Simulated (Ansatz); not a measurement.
# NaLaMnMoO$_{6}$: what the fields show

Input

```
crystal:
  lattice:
    - [5.5573520253, 0.0, 0.0]
    - [0.0, 5.597935, 0.0]
    - [-0.0621346986, 0.0, 8.0246239622]
  atoms:
    - { symbol: Na, position: [0.750077, 0.515719, 0.49924] }
    - { symbol: Na, position: [0.249923, 0.015719, 0.50076] }
    - { symbol: La, position: [0.257151, 0.95896, 0.999371] }
    - { symbol: La, position: [0.742849, 0.45896, 0.000629] }
    - { symbol: Mn, position: [0.24767, 0.487619, 0.256069], spin: 4.17 }
    - { symbol: Mn, position: [0.75233, 0.987619, 0.743931], spin: 4.17 }
    - { symbol: Mo, position: [0.755592, 0.996665, 0.270903], spin: 0.21 }
    - { symbol: Mo, position: [0.244408, 0.496665, 0.729097], spin: 0.21 }
    - { symbol: O, position: [0.673352, 0.978303, 0.490606] }
    - { symbol: O, position: [0.034023, 0.810171, 0.277259] }
    - { symbol: O, position: [0.933532, 0.289101, 0.280263] }
    - { symbol: O, position: [0.478167, 0.209658, 0.199219] }
    - { symbol: O, position: [0.54435, 0.735629, 0.200794] }
    - { symbol: O, position: [0.829564, 0.018175, 0.003924] }
    - { symbol: O, position: [0.326648, 0.478303, 0.509394] }
    - { symbol: O, position: [0.965977, 0.310171, 0.722741] }
    - { symbol: O, position: [0.066468, 0.789101, 0.719737] }
    - { symbol: O, position: [0.521833, 0.709658, 0.800781] }
    - { symbol: O, position: [0.45565, 0.235629, 0.799206] }
    - { symbol: O, position: [0.170436, 0.518175, 0.996076] }
basis:
  ecutwfc: 420
kpoints:
  mp_grid: { grid: [6, 6, 6] }
hamiltonian:
  xc: pbe
scf:
  occupations: { method: gaussian, width: 0.01 }
output:
  forces: true
  stress: true
  eigenvalues: true
  populations: true
  write_density: true
  write_potential: true
  elf: true
  volumetric_format: npy
magnetization:
  spin_polarized: true
relax:
  adjacent_minimum: "off"
  f_tol: 0.01
  max_steps: 80
  cell: { stress_tol: 0.05 }
```

Run with:

```sh
ansatz run input.yaml --threads 12 --pin off --max-ram 40960MiB --backend cpu --events-out ev --progress --plain --runs-dir out
```

Below, planes, directions and counts refer to the conventional cell (a = 5.56 Å, b = 5.60 Å, c = 8.02 Å, α = 90.00°, β = 90.44°, γ = 90.00°).

Space group P2₁; a generated structure, not necessarily the stable one; the SCF solution may not be the lowest one; the program warned that another magnetic order may lie lower; spin-polarised.

Theory: DFT PBE, scalar-relativistic, plane waves, PAW (Ansatz).

Core electrons are frozen (PAW), and the valence fields are smoothed inside the atomic spheres.

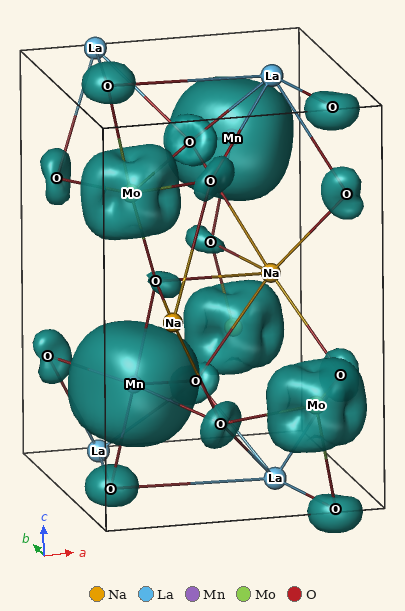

Figure 1. Isosurface of the spin density (up minus down) at +0.04 e/Å³ (teal), seen at an oblique angle. Sticks mark near contacts.

> Describe the spin distribution.

The spin density sits on Mn: +3.8 μB (×2) in one cell of 20 atoms, with smaller moments on other sites: Mo (up to +0.20 μB) and O (up to +0.06 μB): parallel main moments (a ferromagnetic arrangement) in this solution. The cell of the calculation (20 atoms) carries 10.0 μB of net spin moment.

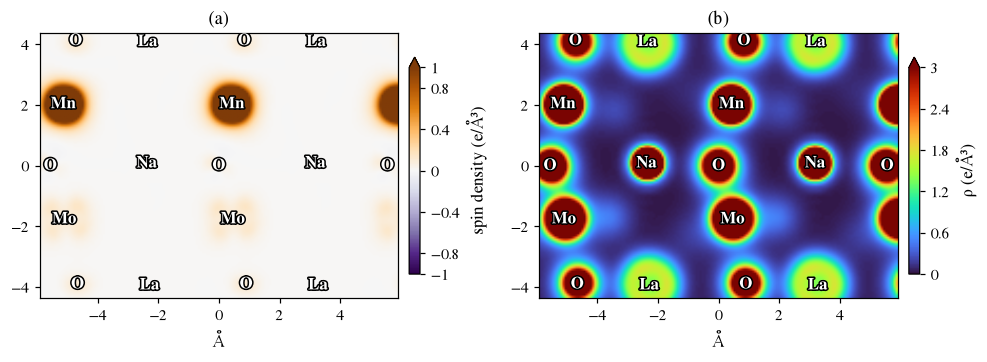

Figure 2. (a) spin density; (b) valence pseudo-density on the (010) plane of the conventional cell.

> Interpret the plot.

Atoms in the plane: Na, La, Mn, Mo and O.
Atoms just off the plane (O, 0.9 Å away) can leave unmarked features too.
Mo–O (1.83 Å): ρ is about 1.3 e/Å³ halfway.
Mn–O (2.08 Å): ρ at the midpoint is about 0.49 e/Å³.
Na–O (2.36 Å): ρ is about 0.15 e/Å³ halfway.
La–O (2.40 Å): ρ is about 0.48 e/Å³ halfway.
Between the atoms the lowest density in this plane is 0.02 e/Å³.
